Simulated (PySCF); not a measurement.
Input

```
{"job": {"kind": "uv", "xc": "CAM-B3LYP", "basis": "def2-SVPD", "nstates": 8, "ntriplets": 3}, "charge": 0, "multiplicity": 1}
C     -1.695929     0.329769    -0.667894
C     -0.897942     0.454524     0.384913
C      0.071419    -0.577339     0.807871
Ga     1.897084    -0.194767    -0.133676
F      3.401168    -0.968168     0.398757
Br     2.176506     1.210123    -1.939587
H     -1.686564    -0.556915    -1.283505
H     -2.395484     1.099602    -0.942108
H     -0.921367     1.361926     0.977142
H      0.276988    -0.574353     1.879975
H     -0.220454    -1.581731     0.492147
```

Run with:

```sh
OMP_NUM_THREADS=1 python probes_run.py task.json out
```

Geometry: GFN2-xTB.

The calculation used CAM-B3LYP/def2-SVPD, SCF density, gas phase in PySCF 2.14.0.

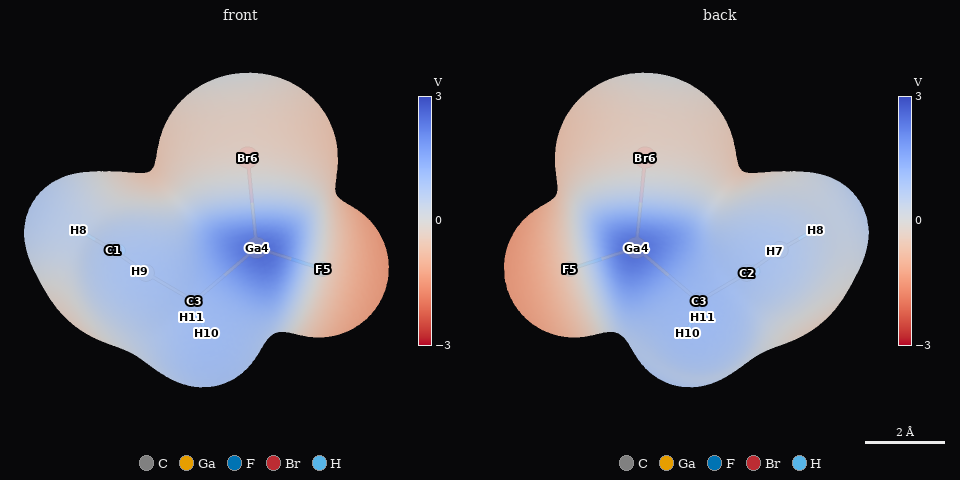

C₃H₅BrFGa (SMILES C=C[CH2][Ga]([F])[Br]). The electrostatic potential painted on the density surface at 0.001 e/bohr³, seen from the front and from behind; red is negative and blue positive.

Describe the electrostatic potential map.

Answer. The most negative region (about −1.4 V) lies over F5, the most positive (about +2.4 V) over Ga4.
